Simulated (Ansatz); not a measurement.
# The false plateau in GW convergence: WS2 (Tungstenite), part 2 of 2

Can the band sum of G0W0 be converged at a fixed screening cutoff? A test on WS2 (Tungstenite).

Ansatz 0.2.0; G0W0 on PBE, plane waves, PAW; PAW set soft_1. Known limits of the many-body steps: not at the basis limit; no spin-orbit coupling; coarse k mesh.

So far. Step 7 (442 empty bands, screening to 150 eV): The G0W0 gap on the mesh is 1.370 eV.

## 8. 786 empty bands, screening to 220 eV

The input, input.yaml:

```yaml
crystal:
  lattice:
    - [3.1532, 0.0, 0.0]
    - [-1.5766, 2.7307513032, 0.0]
    - [0.0, 0.0, 12.323]
  atoms:
    - { symbol: W, position: [0.3333333333, 0.6666666667, 0.25] }
    - { symbol: W, position: [0.6666666667, 0.3333333333, 0.75] }
    - { symbol: S, position: [0.3333333333, 0.6666666667, 0.6225] }
    - { symbol: S, position: [0.6666666667, 0.3333333333, 0.1225] }
    - { symbol: S, position: [0.3333333333, 0.6666666667, 0.8775] }
    - { symbol: S, position: [0.6666666667, 0.3333333333, 0.3775] }
kpoints:
  mp_grid: { grid: [6, 6, 2] }
hamiltonian:
  xc: pbe
  pseudopotentials: { kind: paw, azcp: { folder: soft_1 } }
scf:
  occupations: { method: fixed }
gw:
  n_empty_bands: 786
  ecut_chi: 220
  qp_bands: [v2, c2]
  qp_kpoints: band_edges
  screening: { model: contour_deformation }
```

Command:

```bash
$ ansatz run input.yaml --threads 3 --pin off --max-ram 92160MiB --backend cuda --events-out ev --progress --plain --runs-dir out --devices 1 --max-vram 13GiB
```

Numbers of over 12 decimals in the logs are rounded to 6 here.

Log:

```text
GPUs: using 1 of 1 available (devices: 1).
[...]
GPU FFT provider: cuFFT
GPU libraries: cuBLAS 13.8.2, cuFFT 12.4.0, cuSOLVER 12.3.4
Crystal: 6 atoms, lattice volume = 106.108 Å³
Basis set: ecut = 420 eV, 2057 PW (Γ)
Bands: 32, of which v1, the nominal top of the filled ones, is band 26 counted from 1 (25 counted from 0)
Symmetry: 24 space group operations
[...]
k-points: 14 of 72
[...]
1    28     14.0224   -13.7102    -4.4719   -18.3276  0.7563    14.1682    14.1679  root
[...]
13    25     11.0667   -18.8498     0.3828   -18.0754  0.7582    10.6734    10.6751  root
    13    26     11.0667   -18.8498     0.3828   -18.0754  0.7582    10.6734    10.6751  root
    13    27     13.0204   -15.7393    -4.0786   -19.9116  0.7553    13.1143    13.1141  root
    13    28     13.0204   -15.7393    -4.0786   -19.9116  0.7553    13.1143    13.1141  root
[key lines of the parts left out:]
SCF converged after 9 iterations
Free energy (F): -24384.934064 eV
Fermi energy:    11.718389 eV
```

Wall time 60 s (1 × NVIDIA H100 80GB HBM3 (shared by 6 runs) with 3 threads of AMD EPYC 7R13 (Zen 3), shared host); peak memory 2.9 GiB.

The G0W0 gap on the mesh is 1.391 eV.

## 9. 240 empty bands, screening to 300 eV

Changes to input.yaml since step 8:

```diff
@@ -20,4 +20,4 @@
 gw:
-  n_empty_bands: 786
-  ecut_chi: 220
+  n_empty_bands: 240
+  ecut_chi: 300
   qp_bands: [v2, c2]
```

Log:

```text
GPUs: using 1 of 1 available (devices: 1).
[...]
GPU FFT provider: cuFFT
GPU libraries: cuBLAS 13.8.2, cuFFT 12.4.0, cuSOLVER 12.3.4
Crystal: 6 atoms, lattice volume = 106.108 Å³
Basis set: ecut = 420 eV, 2057 PW (Γ)
Bands: 32, of which v1, the nominal top of the filled ones, is band 26 counted from 1 (25 counted from 0)
Symmetry: 24 space group operations
[...]
k-points: 14 of 72
[...]
1    28     14.0224   -13.7102    -4.1822   -18.3276  0.7570    14.4608    14.4575  root
[...]
13    25     11.0667   -18.8498     0.6508   -18.0754  0.7585    10.9429    10.9431  root
    13    26     11.0667   -18.8498     0.6508   -18.0754  0.7585    10.9429    10.9431  root
    13    27     13.0204   -15.7393    -3.7720   -19.9116  0.7554    13.4231    13.4208  root
    13    28     13.0204   -15.7393    -3.7720   -19.9116  0.7554    13.4231    13.4208  root
[key lines of the parts left out:]
SCF converged after 9 iterations
Free energy (F): -24384.934064 eV
Fermi energy:    11.718389 eV
```

Run time: 29 s. Hardware: 1 × NVIDIA H100 80GB HBM3 (shared by 6 runs) with 3 threads; peak memory 4.2 GiB.

The G0W0 gap on the mesh is 1.370 eV.

## 10. 1251 empty bands, screening to 300 eV

Changes to input.yaml since step 9:

```diff
@@ -20,3 +20,3 @@
 gw:
-  n_empty_bands: 240
+  n_empty_bands: 1251
   ecut_chi: 300
```

Log:

```text
GPUs: using 1 of 1 available (devices: 1).
[...]
GPU FFT provider: cuFFT
GPU libraries: cuBLAS 13.8.2, cuFFT 12.4.0, cuSOLVER 12.3.4
Crystal: 6 atoms, lattice volume = 106.108 Å³
Basis set: ecut = 420 eV, 2057 PW (Γ)
Bands: 32, of which v1, the nominal top of the filled ones, is band 26 counted from 1 (25 counted from 0)
Symmetry: 24 space group operations
[...]
k-points: 14 of 72
[...]
1    28     14.0224   -13.7102    -4.5360   -18.3276  0.7561    14.1039    14.1038  root
[...]
13    25     11.0667   -18.8498     0.3206   -18.0754  0.7577    10.6105    10.6129  root
    13    26     11.0667   -18.8498     0.3206   -18.0754  0.7577    10.6105    10.6129  root
    13    27     13.0204   -15.7393    -4.1490   -19.9116  0.7545    13.0438    13.0438  root
    13    28     13.0204   -15.7393    -4.1490   -19.9116  0.7545    13.0438    13.0438  root
[key lines of the parts left out:]
SCF converged after 9 iterations
Free energy (F): -24384.934064 eV
Fermi energy:    11.718389 eV
```

Wall time 1.8 min (1 × NVIDIA H100 80GB HBM3 (shared by 6 runs) with 3 threads); peak memory 5.3 GiB; 3.2 min of CPU time.

The G0W0 gap on the mesh is 1.402 eV.

## 11. The grid

Start PBE, 6×6×2 mesh. Times are wall times on 1 × NVIDIA H100 80GB HBM3 (shared by 6 runs) with 3 threads of AMD EPYC 7R13 (Zen 3), shared host, good to a factor of about two.

```
cutoff (eV)  plane waves at q = 0  bands summed  gap (eV)  Σc valence (eV)  Σc conduction (eV)     time
         50                    81           111     1.262             1.09               -3.25     17 s
         50                    81           468     1.256             0.74               -3.60     29 s
        100                   255           266     1.333             0.63               -3.64     16 s
        100                   255          1277     1.342             0.45               -3.81  2.4 min
        150                   439           111     1.337             1.04               -3.22     14 s
        150                   439           468     1.370             0.43               -3.80     35 s
        220                   773           812     1.391             0.30               -3.91     60 s
        300                  1265           266     1.370             0.58               -3.65     29 s
        300                  1265          1277     1.402             0.23               -3.97  1.8 min
```

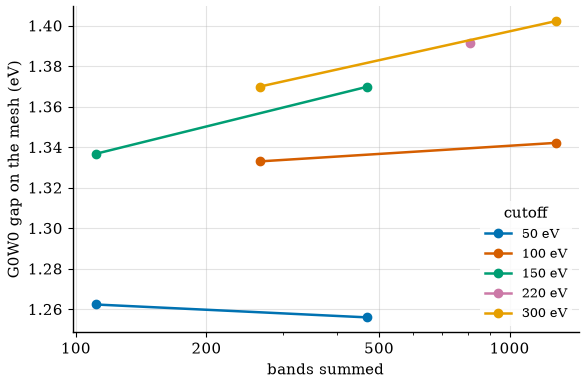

The gap against bands, one line for each screening cutoff.

## 12. What came out

* 111 bands, 50 eV: 1.262 eV
* 468 bands, 50 eV: 1.256 eV
* 266 bands, 100 eV: 1.333 eV
* 1277 bands, 100 eV: 1.342 eV
* 111 bands, 150 eV: 1.337 eV
* 468 bands, 150 eV: 1.370 eV
* 812 bands, 220 eV: 1.391 eV
* 266 bands, 300 eV: 1.370 eV
* 1277 bands, 300 eV: 1.402 eV
* estimated limit along the diagonal: 1.42 eV
* mesh and start: 6×6×2, PBE

At 50 eV, going from 111 to 468 bands moves the gap by −0.01 eV. At 100 eV, going from 266 to 1277 bands moves the gap by +0.01 eV. At 150 eV, going from 111 to 468 bands moves the gap by +0.03 eV. At 300 eV, going from 266 to 1277 bands moves the gap by +0.03 eV. At 111 bands, raising the cutoff from 50 to 150 eV moves it by +0.07 eV. At 468 bands, raising the cutoff from 50 to 150 eV moves it by +0.11 eV. At 266 bands, raising the cutoff from 100 to 300 eV moves it by +0.04 eV. At 1277 bands, raising the cutoff from 100 to 300 eV moves it by +0.06 eV. Along the diagonal, where both rise together, the two highest rungs point to 1.42 eV. Gaps are over the mesh's points; an edge off the mesh would be missed. A low cutoff hides what high bands add, so a band series at one cutoff can look settled before the gap is. The 6×6×2 mesh is coarse for this cell (its supercell is 19 Å along the shortest edge). The RPA ε∞ on it, from the PBE start, is 5.91 and 13.85; such meshes misread the long-range screening, most where the gap is narrow. The many-body steps are scalar-relativistic: spin-orbit coupling is not in them.

[Paths, hosts, dates, memory and timing lines, banners, echoed tables and standing remarks are left out of the program output.]

[Logs are printed without paths, hosts, clocks, repeated set-up lines and the standing remarks that a program may print on its own settings, such as how far it seeks lower states.]

[Runs of the session that timed out or met a known fault of the program may be left out.]

[Cells called generated may have been cut or substituted from an entry of the Crystallography Open Database or the Materials Project.]

[Hosts, paths, dates, database ids (printed as entryN), source tags and the programs' standing remarks are cut or masked in the printed files.]
